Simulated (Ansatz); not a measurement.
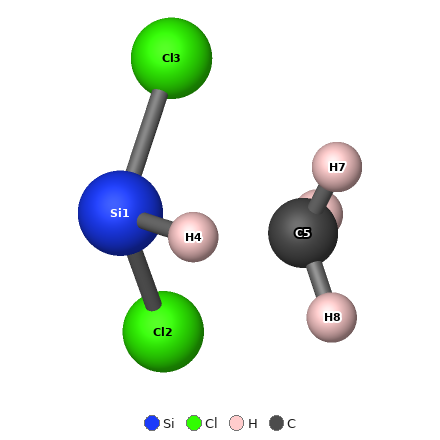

The system is the reacting system CH4Cl2Si (fragments Cl₂Si + CH₄ where the first distance is long, CH₄Cl₂Si where the second is long); the picture shows the reference structure. First axis: distance Si1–H4 (bond that forms). Second axis: distance H4–C5 (bond that breaks). Relaxed at each point: all other coordinates. The grid has 10 × 10 points. Points are written as (first, second). Energies are in kcal/mol, from the lowest grid point. Energies and slopes of some neighbouring points disagree (a jump in structure or state, or too coarse a mesh). The reference is spin-restricted, so regions where a bond is pulled apart into radicals lie too high. These are results of Ansatz 0.2.0, RKS PBE0-D4/def2-SVP, not measurements.

Its coordinates:

```xyz
8

Si   -0.9424   -1.1204   -0.2071
Cl    0.8428   -2.0609   -0.8228
Cl   -1.4867    0.0820   -1.8531
H    -0.6099   -0.1812    0.9950
C     0.3846    0.6611    0.5117
H     0.7148    0.5399   -0.5215
H    -0.0930    1.6357    0.6734
H     1.1898    0.4437    1.2246
```

Range: distance Si1–H4 (bond that forms) from 1.278 to 2.778 Å; distance H4–C5 (bond that breaks) from 0.963 to 2.463 Å.

**Predict the map.**

The lowest grid point is at (1.507 Å, 2.463 Å). It lies at the edge of the scanned range, so the true minimum may lie outside. The highest grid point, (2.778 Å, 2.059 Å), lies 111 kcal/mol above the lowest.

```csv
"second ↓, first →",1.278,1.374,1.507,1.658,1.822,1.997,2.182,2.374,2.573,2.778
2.463,9,1,0,7,20,36,53,69,84,98
2.258,15,8,7,15,28,44,62,78,93,106
2.059,25,18,18,26,40,56,73,89,104,111
1.867,38,31,32,40,54,70,87,92,94,96
1.682,56,49,74,71,71,72,74,76,77,78
1.507,89,75,64,59,58,58,58,59,60,60
1.343,85,69,56,49,45,44,44,44,44,45
1.192,83,66,51,42,37,35,33,33,33,33
1.059,88,70,55,44,38,35,33,32,31,31
0.963,102,83,67,56,49,45,42,41,40,40
```

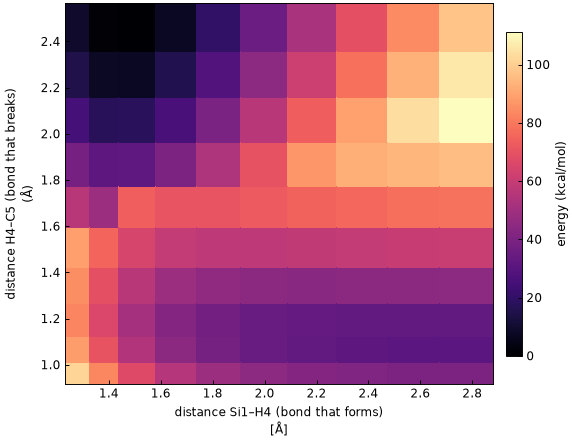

The picture shows one coloured cell a grid point.

Each point was launched as `ansatz run input.yaml --threads 1 --pin off --max-ram 2560MiB --backend cpu --events-out ev --progress --plain --runs-dir out`. The whole map (100 points run) took 25 min on 1 thread of Arm Neoverse V1, on a shared host.
